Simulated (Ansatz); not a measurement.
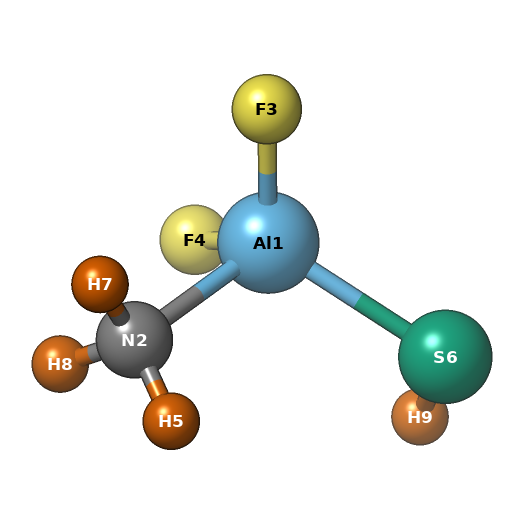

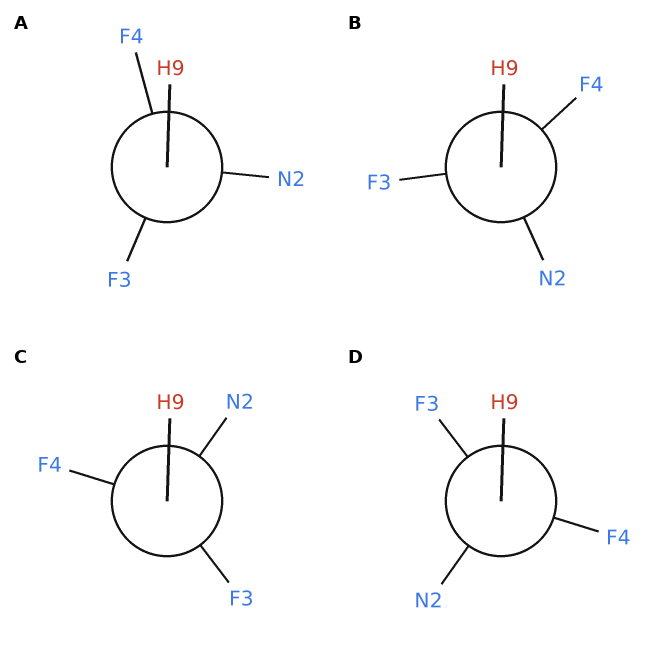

Atoms fade into the background with distance from the viewer. Bonds that would overlap in a projection are set slightly apart. The geometry was computed by an optimisation with PBE0-D4/def2-TZVP.

Which Newman projection shows the view along S6–Al1, with S6 in front?

A. The torsion angle H9–S6–Al1–F3 is −159°, antiperiplanar (anti).
